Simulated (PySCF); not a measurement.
# C2H7ClSi2 (SMILES C=C[SiH2][SiH2]Cl) at 6 levels

We compute a comparison of 6 runs (HF/STO-3G, HF/3-21G, HF/def2-SVP, TPSS/6-31+G*, PBE0/def2-SVP, r2SCAN/def2-SVPD) of C2H7ClSi2. The job is set up through a Python script.

Program for the calculation: PySCF 2.14.0.

## Step 1: The system as given

C2H7ClSi2 has 12 atoms, charge 0, and is taken as a singlet. As SMILES, `C=C[SiH2][SiH2]Cl`. The coordinates come from a PBE0-D4/def2-TZVP relaxation. This is one conformer, not always the lowest.

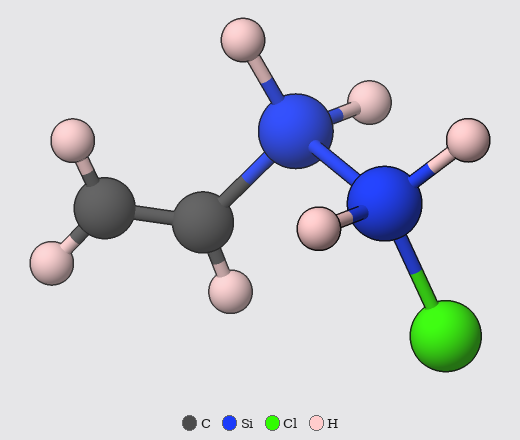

Viewed from a chosen angle; carbon dark grey, silicon blue, chlorine green, hydrogen pink.

## Step 2: Energy and forces at HF/STO-3G (run 1)

start.xyz reads:

```xyz
12

C     -0.950400     1.755100     1.235700
C     -0.704500     1.148200     0.077800
Si     0.890100     0.269100    -0.295300
Si     0.468400    -2.015200    -0.593500
Cl    -0.977500    -2.200300    -2.062900
H     -1.898900     2.244000     1.439600
H     -0.212100     1.792200     2.031800
H     -1.485000     1.141800    -0.681100
H      1.511700     0.779200    -1.548600
H      1.839400     0.458000     0.837200
H     -0.066900    -2.651700     0.637200
H      1.662700    -2.775800    -1.043800
```

run.py reads:

```python
# C=C[SiH2][SiH2]Cl
import pyscf.grad
from pyscf import gto, scf

system = gto.M(
    atom='start.xyz',
    basis='sto-3g',
    max_memory=1860,
    verbose=3,
)

mf = scf.RHF(system)
mf.conv_tol = 1e-10
mf.kernel()
if not mf.converged:
    mf = mf.newton().run(mf.mo_coeff, mf.mo_occ)

e_final = mf.e_tot
print('E = %.10f Eh' % e_final)
grad = mf.Gradients().kernel()
dip = mf.dip_moment()
pop, q = mf.mulliken_pop()
```

The run is started by

```
$ OMP_NUM_THREADS=1 python run.py
```

Output:

```text
converged SCF energy = -1104.70504437728
E = -1104.7050443773 Eh
--------------- RHF gradients ---------------
         x                y                z
0 C    -0.0045250551     0.0139235698     0.0286822408
1 C     0.0025056673    -0.0126598176    -0.0251978256
2 Si    -0.0257902216     0.0123531296     0.0069065739
3 Si    -0.0305184325    -0.0044777960    -0.0326422921
4 Cl     0.0100680353     0.0043122350     0.0103179018
5 H    -0.0033139499     0.0005769756    -0.0012431349
6 H     0.0037651037    -0.0009562503     0.0008253908
7 H    -0.0033529417    -0.0004411041    -0.0034825076
8 H     0.0139696373     0.0095327565    -0.0287485982
9 H     0.0213584045     0.0042105564     0.0260625737
10 H    -0.0103136277    -0.0114638131     0.0270499466
11 H     0.0261473803    -0.0149104417    -0.0085302692
----------------------------------------------
Dipole moment(X, Y, Z, Debye):  2.14034,  0.83988,  2.12525
 ** Mulliken pop  **
pop of  0 C 1s            1.99298
pop of  0 C 2s            1.16049
pop of  0 C 2px           0.99237
pop of  0 C 2py           0.99667
pop of  0 C 2pz           0.98442
pop of  1 C 1s            1.99311
pop of  1 C 2s            1.22444
pop of  1 C 2px           1.04548
pop of  1 C 2py           0.99962
pop of  1 C 2pz           0.98309
pop of  2 Si 1s           1.99962
pop of  2 Si 2s           1.98748
pop of  2 Si 3s           1.23414
pop of  2 Si 2px          1.96414
pop of  2 Si 2py          1.96501
pop of  2 Si 2pz          1.96446
pop of  2 Si 3px          0.73848
pop of  2 Si 3py          0.79642
pop of  2 Si 3pz          0.78013
pop of  3 Si 1s           1.99963
pop of  3 Si 2s           1.98767
pop of  3 Si 3s           1.26943
pop of  3 Si 2px          1.96260
pop of  3 Si 2py          1.96738
pop of  3 Si 2pz          1.96246
pop of  3 Si 3px          0.68005
pop of  3 Si 3py          0.89960
pop of  3 Si 3pz          0.67371
pop of  4 Cl 1s           1.99998
pop of  4 Cl 2s           1.99903
pop of  4 Cl 3s           1.98183
pop of  4 Cl 2px          1.99550
pop of  4 Cl 2py          1.99959
pop of  4 Cl 2pz          1.99537
pop of  4 Cl 3px          1.73450
pop of  4 Cl 3py          1.97691
pop of  4 Cl 3pz          1.72701
pop of  5 H 1s            0.94006
pop of  6 H 1s            0.94741
pop of  7 H 1s            0.94203
pop of  8 H 1s            1.14393
pop of  9 H 1s            1.14855
pop of  10 H 1s           1.13208
pop of  11 H 1s           1.13114
 ** Mulliken atomic charges  **
charge of    0C =     -0.12693
charge of    1C =     -0.24574
charge of    2Si =      0.57012
charge of    3Si =      0.59748
charge of    4Cl =     -0.40972
charge of    5H =      0.05994
charge of    6H =      0.05259
charge of    7H =      0.05797
charge of    8H =     -0.14393
charge of    9H =     -0.14855
charge of   10H =     -0.13208
charge of   11H =     -0.13114
```

Wall time 4.8 s (1 thread of Intel Xeon at 2.70GHz, shared host); peak memory 0.12 GiB.

## Step 3: Energy and gradient at HF/3-21G (run 2)

calc.py reads:

```python
# C=C[SiH2][SiH2]Cl
import pyscf.grad
from pyscf import gto, scf

system = gto.Mole()
system.atom = '''
C   -0.950400   1.755100   1.235700
C   -0.704500   1.148200   0.077800
Si   0.890100   0.269100  -0.295300
Si   0.468400  -2.015200  -0.593500
Cl  -0.977500  -2.200300  -2.062900
H   -1.898900   2.244000   1.439600
H   -0.212100   1.792200   2.031800
H   -1.485000   1.141800  -0.681100
H    1.511700   0.779200  -1.548600
H    1.839400   0.458000   0.837200
H   -0.066900  -2.651700   0.637200
H    1.662700  -2.775800  -1.043800
'''
system.max_memory = 1860
system.spin = 0
system.basis = '3-21g'
system.verbose = 3
system.build()

mf = scf.RHF(system)
mf.conv_tol = 1e-10
mf.kernel()
if not mf.converged:
    mf = mf.newton().run(mf.mo_coeff, mf.mo_occ)

e_final = mf.e_tot
print('Final energy', e_final)
grad = mf.Gradients().kernel()
dip = mf.dip_moment()
pop, q = mf.mulliken_pop()
```

The run is started by

```
$ OMP_NUM_THREADS=1 python calc.py
```

Output:

```text
converged SCF energy = -1111.47285393093
Final energy -1111.4728539309313
[... 8 lines left out ...]
Dipole moment(X, Y, Z, Debye):  1.35974,  1.39942,  2.48895
[... 84 lines left out ...]
charge of   11H =     -0.15044
```

Wall time 4.2 s (1 thread of Intel Xeon at 2.70GHz, shared host); peak memory 0.14 GiB.

Runs 3 to 5 aren't shown in full; the table further down has their settings and results.

## Step 4: Energy and gradient at r2SCAN/def2-SVPD (run 6)

calc.py reads:

```python
import pyscf.grad
from pyscf import gto, dft

molecule = gto.M(
    atom=[
    ('C', (-0.950400, 1.755100, 1.235700)),
    ('C', (-0.704500, 1.148200, 0.077800)),
    ('Si', (0.890100, 0.269100, -0.295300)),
    ('Si', (0.468400, -2.015200, -0.593500)),
    ('Cl', (-0.977500, -2.200300, -2.062900)),
    ('H', (-1.898900, 2.244000, 1.439600)),
    ('H', (-0.212100, 1.792200, 2.031800)),
    ('H', (-1.485000, 1.141800, -0.681100)),
    ('H', (1.511700, 0.779200, -1.548600)),
    ('H', (1.839400, 0.458000, 0.837200)),
    ('H', (-0.066900, -2.651700, 0.637200)),
    ('H', (1.662700, -2.775800, -1.043800)),
],
    verbose=3,
    basis='def2-svpd',
    max_memory=1860,
    spin=0,
    charge=0,
)

myscf = dft.RKS(molecule, xc='r2scan')
myscf.conv_tol = 1e-10
myscf.grids.level = 5
myscf.kernel()
if not myscf.converged:
    myscf = myscf.newton().run(myscf.mo_coeff, myscf.mo_occ)

e_final = myscf.e_tot
print('E(%s) = %.9f' % ('R2SCAN', e_final))
grad = myscf.Gradients().kernel()
myscf.analyze()
```

The run is started by

```
$ OMP_NUM_THREADS=1 python calc.py
```

Output:

```text
converged SCF energy = -1119.12192760444
[... 20 lines left out ...]
MO #11  energy= -5.21475705799139  occ= 2
[... 19 lines left out ...]
MO #31  energy= -0.28275142797795  occ= 2
[... 19 lines left out ...]
MO #51  energy= 0.152378684387791  occ= 0
[... 19 lines left out ...]
MO #71  energy= 0.33156194573677   occ= 0
[... 19 lines left out ...]
MO #91  energy= 0.501598270989814  occ= 0
[... 19 lines left out ...]
MO #111 energy= 0.799335665569428  occ= 0
[... 19 lines left out ...]
MO #131 energy= 1.1192991677744    occ= 0
[... 19 lines left out ...]
MO #151 energy= 1.8630892645609    occ= 0
[... 19 lines left out ...]
MO #171 energy= 3.35020359773628   occ= 0
[... 13 lines left out ...]
Dipole moment(X, Y, Z, Debye):  0.41533,  0.95401,  1.32063
```

Run time: 3.2 min. Hardware: 1 thread of Intel Xeon at 2.70GHz, shared host; peak memory 2.2 GiB.

## Step 5: Overview of the runs

```
run                               level  integration grid   energy (Eh)  dipole moment (D)  HOMO energy (eV)  LUMO energy (eV)  wall time
  1                           HF/STO-3G                 –  -1104.705044               3.13             -8.21              7.92      4.8 s
  2                            HF/3-21G                 –  -1111.472854               3.16            -10.14              2.71      4.2 s
  3                         HF/def2-SVP                 –  -1116.816753               1.96            -10.11              3.03       17 s
  4  TPSS/6-31+G* (spherical functions)                 5  -1119.661008               1.90             -6.69             -1.54    1.9 min
  5                       PBE0/def2-SVP                 5  -1118.744821               1.67             -7.63             -0.67       71 s
  6                    r2SCAN/def2-SVPD                 5  -1119.121928               1.68             -6.86             -1.59    3.2 min
```

## Step 6: Summary of results

| quantity | value |
| --- | --- |
| run 6: total energy | -1119.12193 Eh |
| run 6: dipole moment | 1.68 D |
| run 6: HOMO energy | -6.86 eV |
| run 6: LUMO energy | -1.59 eV |
| run 6: HOMO–LUMO gap | 5.27 eV |
| run 6: largest force on an atom | 0.549 eV/Å |

**Reading.** The dipole moment (its size) runs from 1.67 D (PBE0/def2-SVP) to 3.16 D (HF/3-21G). The two ends differ in method and basis. The HOMO–LUMO gap runs from 5.15 eV (TPSS/6-31+G*) to 16.13 eV (HF/STO-3G). Totals of different functionals can't be ranked against each other. In run 1 the basis is minimal, so the values are rough. All runs together took 6.7 min, the longest 3.2 min.
